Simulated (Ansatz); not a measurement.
## Electronic structure of CH8B2Sn (SMILES B[CH2][SnH+][BH3-]) in real space

```xyz
12

C    -1.8264   -0.3456   -1.9782
B    -2.2353   -0.0056   -0.5478
B     0.4458    2.3403   -3.6006
Sn    0.0225    0.9431   -1.9177
H    -2.8838    1.0015   -0.3107
H    -1.8447   -0.6844    0.3875
H    -1.4247   -1.3517   -2.2149
H    -2.3611    0.0925   -2.8439
H     0.2340    1.3660   -0.2232
H     0.1057    1.8765   -4.6695
H    -0.5295    2.8353   -2.9298
H     1.4896    2.9352   -3.4229
```

Geometry: PBE-D3(BJ)/def2-SVP; core potentials replace the inner electrons of Sn.

These are results of Ansatz, isolated molecule in a Gaussian basis; Kohn-Sham density functional theory, functional PBE0, not measurements.

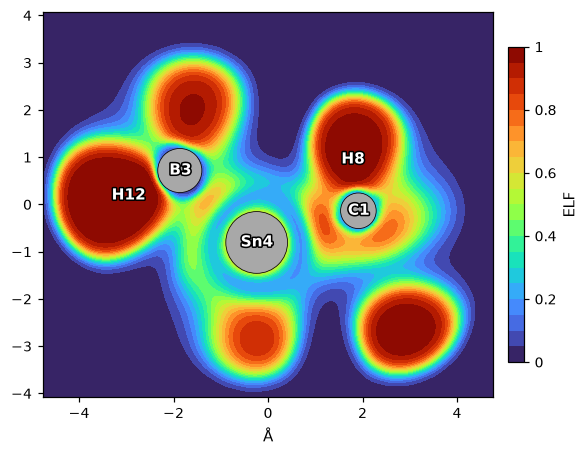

Figure 1. ELF on the plane of atoms C1, Sn4 and B3. Grey discs cover the atomic cores.

Describe what can be read from this map.

Answer. The plane passes through C, B, Sn and H nuclei. Sn–B (2.23 Å): the ELF peaks at about 0.65 in the valence shell of B, 0.9 Å from its nucleus, and is about 0.45 at the midpoint. C–Sn (2.25 Å): the ELF peaks at about 0.80 in the valence shell of C, 0.8 Å from its nucleus, and drops to about 0.20 between the two atoms. C–H (1.11 Å): the ELF climbs to about 1 towards the hydrogen, as it does in any bond to H: a covalent bond by its length. B–H (1.21 Å): the ELF climbs to about 1 towards the hydrogen; an ordinary covalent bond to hydrogen.

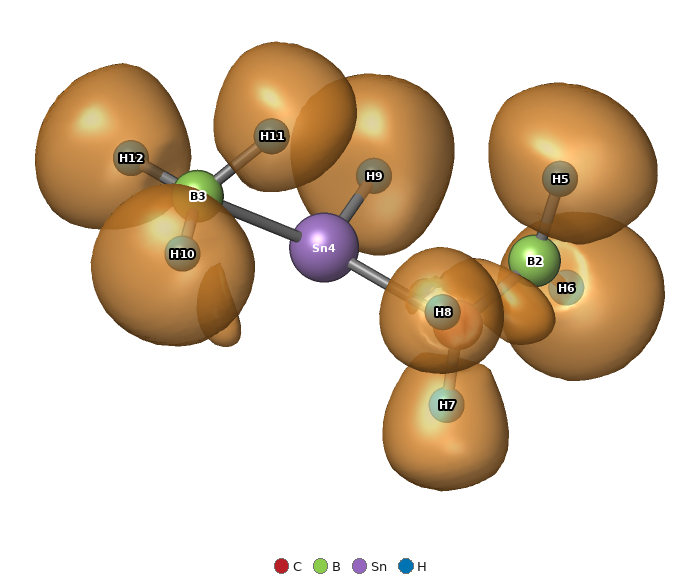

Figure 2. Isosurface of the electron localisation function at 0.8 (orange), seen at an oblique angle. Only the valence region is drawn (cores and ρ < 0.01 e/Å³ removed).

Where are the electrons localised?

Answer. The surface consists of one region between bonded B–C atoms (shared pairs), eight regions around hydrogen nuclei and one lobe on Sn, pointing away from the bonds (lone pairs).


C–B (1.53 Å): the ELF peaks at about 0.95 between the atoms: localised, covalent bonding.

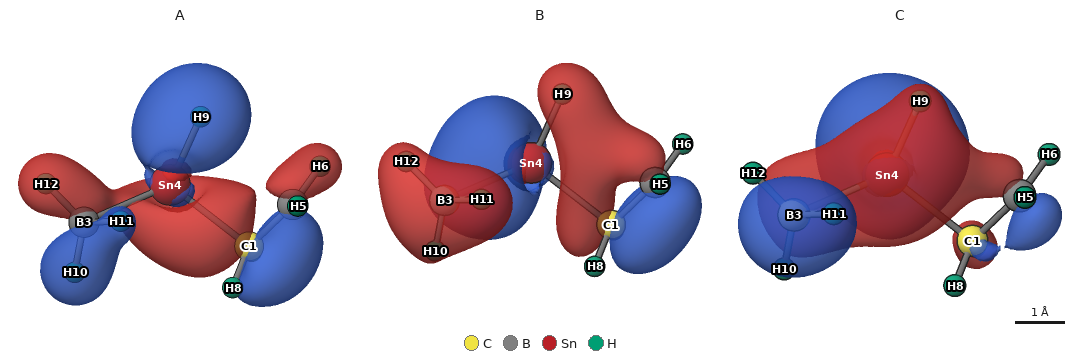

Figure 3. Three frontier orbitals at ±0.08 Å⁻³ᐟ² (blue and red are the two phases), in no order.

Order the three orbitals by energy and name them.

Answer. A is the HOMO−1 (−8.56 eV). Its weight (Hirshfeld) is mainly on Sn4 (about 30 %), H9 (about 20 %), C1 (about 20 %), B3 (about 5 %) and B2 (about 5 %). B is the HOMO (−7.41 eV). It lies mainly on Sn4 (about 40 %), B3 (about 20 %), C1 (about 15 %) and B2 (about 10 %). C is the LUMO (−2.87 eV). By Hirshfeld shares it lies mainly on Sn4 (about 60 %), B3 (about 15 %) and H11 (about 5 %).

What is the HOMO–LUMO gap?

Answer. 4.54 eV between the orbital energies.
